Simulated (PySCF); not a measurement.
# CH₂O, SMILES `C=O`: electronic structure

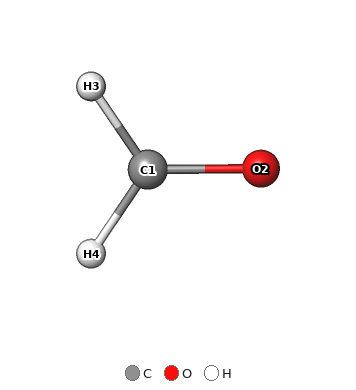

The molecule, with its atoms numbered as below. No frequency check shows the geometry to be a minimum.

Geometry (Å), atoms numbered from 1:

```
C1       0.5213    0.0000    0.0000
O2      -0.6707    0.0000    0.0000
H3       1.1189   -0.9273    0.0000
H4       1.1189    0.9272    0.0000
```

## 1. Bonding charge

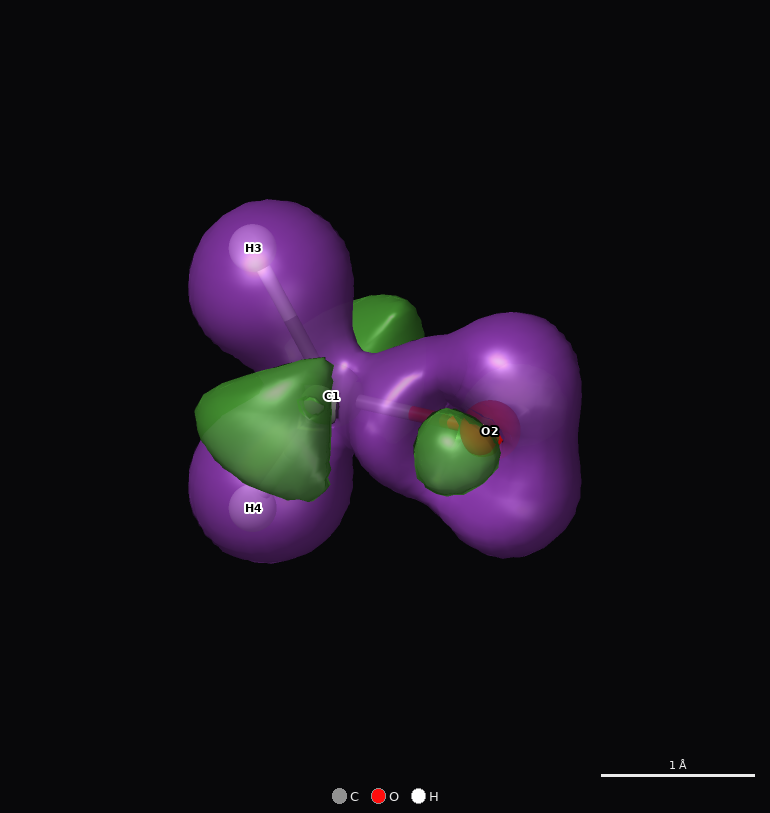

Deformation density (molecule less spherical, spin-averaged free atoms at the same positions), surfaces at ±0.1 e/Å³; purple: gain, green: loss.

Level of theory: BP86/def2-SVPD (PySCF), at a geometry from GFN2-xTB.

**Describe the bonding that the map shows.**

C1–H3 and C1–H4: +0.71 e/Å³ at the bond critical point (bond length 1.10 Å). C1–O2: +0.62 e/Å³ at the bond critical point (bond length 1.19 Å). In all, 0.9 electrons gather in the regions of gain relative to the promolecule.

**Where do the Hirshfeld charges lie?**

The highest Hirshfeld charge is on C1 (+0.12 e), the lowest on O2 (−0.20 e).

## 2. Bond critical points

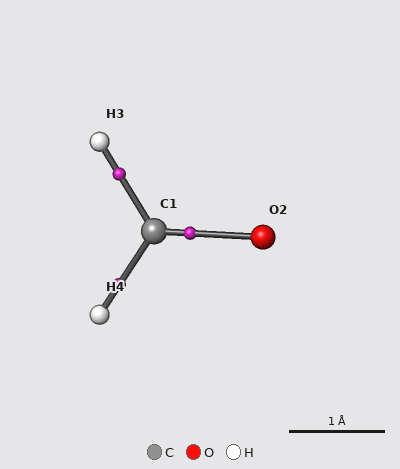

Molecular graph of the electron density (QTAIM): bond paths, bond critical points (magenta), ring points (cyan, if any); weak paths are dashed.

**How many critical points of each kind are there, and does the count close?**

4 nuclei, 3 bond, 0 ring and 0 cage critical points: 4 − 3 + 0 − 0 = 1, as the Poincaré–Hopf relation requires.

**Give the properties at the bond critical points.**

```json
{"bond": "C1–O2", "length (Å)": "1.192", "ρ (a.u.)": "0.422", "∇²ρ (a.u.)": "+0.53", "ε": "0.04", "H (a.u.)": "−0.744"}
{"bond": "C1–H3 (2 alike)", "length (Å)": "1.103", "ρ (a.u.)": "0.277", "∇²ρ (a.u.)": "−1.04", "ε": "0.01", "H (a.u.)": "−0.294"}
```

**What kind of interaction is C1–O2?**

Polar or intermediate (positive Laplacian, negative energy density H): ρ = 0.422, ∇²ρ = +0.53, H = −0.744 a.u.

## 3. Electrostatic potential

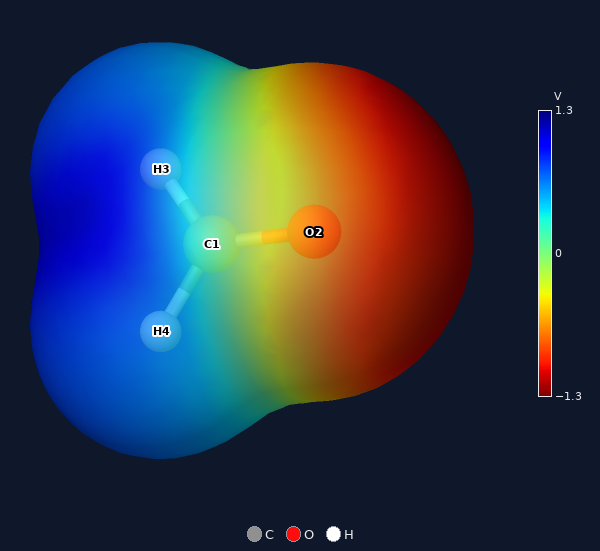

Electrostatic potential on the surface of electron density 0.001 a.u.

**Where are the extremes of the potential on the surface?**

Highest: 1.07 V, off the molecular plane, over C1 (1.8 Å), and at like points elsewhere. Lowest: −1.24 V, 1.8 Å from O2, and at like points elsewhere. The surface is sampled at points, so like sites can differ by a few per cent and only the strongest of them is named.

## 4. Excited states

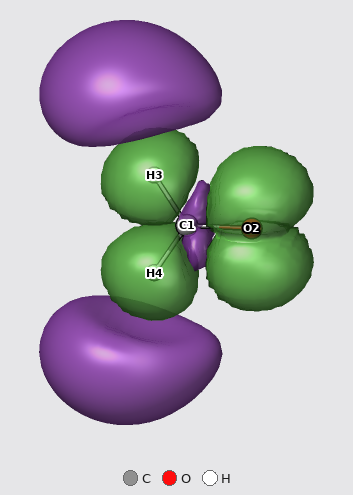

Unrelaxed difference density of S₃ less the ground state (full linear response singlet states), ±0.006 e/Å³; purple: gain, green: loss.

Method: B3LYP/aug-cc-pVDZ; geometry: GFN2-xTB; program: PySCF.

**How does the charge move on excitation?**

0.90 e is displaced in all, largely into diffuse regions outside the molecule. The state: 7.32 eV (169 nm), f = 0.046, n → diffuse (Rydberg-like) orbital; the leading pair carries 100 %; hole on O2 (62 %), C1 (16 %) and H3 and H4 (11 % each), electron on H3 and H4 (33 % each), C1 (28 %) and O2 (6 %) (atom shares of so diffuse an orbital are rough); their centroids lie 1.5 Å apart.

## 5. Localised orbitals

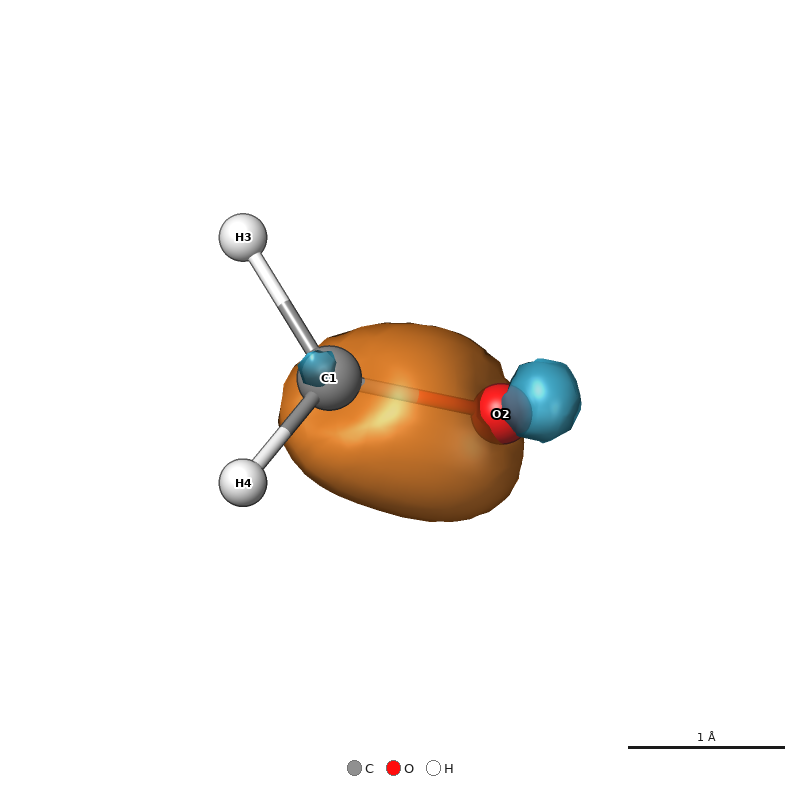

Localised orbitals, occupied; each surface holds about 70 % of the orbital's density. Energies are diagonal elements of the Fock matrix.

PySCF calculation, B3LYP/def2-SVPD, gas phase; geometry: GFN2-xTB.

**What does this orbital represent?**

Bent (banana) bond O2–C1 (O2 62 %, C1 38 %; −18.2 eV).

**Which localisation scheme gives orbitals like these: Pipek–Mezey, IBO or Foster–Boys?**

Foster–Boys: it mixes σ and π into equivalent bent bonds, while the other two keep them apart.
